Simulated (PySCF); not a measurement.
Molecule: Bi(F)(Me)2, SMILES [CH3][Bi]([CH3])[F] (C2H6BiF), singlet. Atoms near the plane z = 0.0 Å, at the PBE0/def2-SVP optimised geometry (x, y, z in Å): Bi1 (-0.6, -1.3, 0.0), F2 (1.5, -1.3, 0.0), C3 (-0.7, 0.9, 0.0), H4 (-0.8, 1.3, 1.0), H5 (-1.5, 1.3, -0.7), H6 (0.3, 1.3, -0.4).

Calculation: PySCF 2.14.0 with PBE0/def2-TZVP, def2 effective core potentials past Kr. The core electrons that the potentials of Bi replace are not part of the density. Cells within 0.4 Å of a nucleus heavier than hydrogen are left out (blank, or x). The values are rescaled to run from 0 to 1.

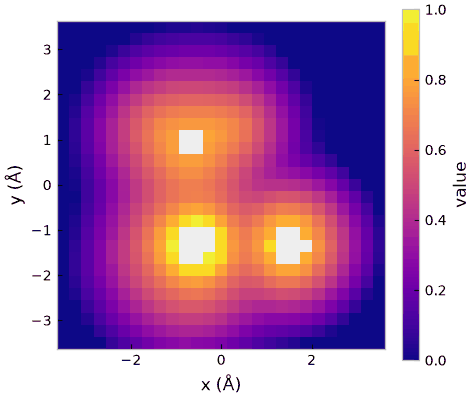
Figure. a field on the plane z = 0.0 Å.

Q: Which quantity is mapped?
A. deformation density (molecule minus spherical neutral atoms)
B. Laplacian of the electron density
C. log10 of the electron density
D. electron localisation function

A: C, log10 of the electron density. In full: log10 of the electron density (e/bohr³), floored at −4.
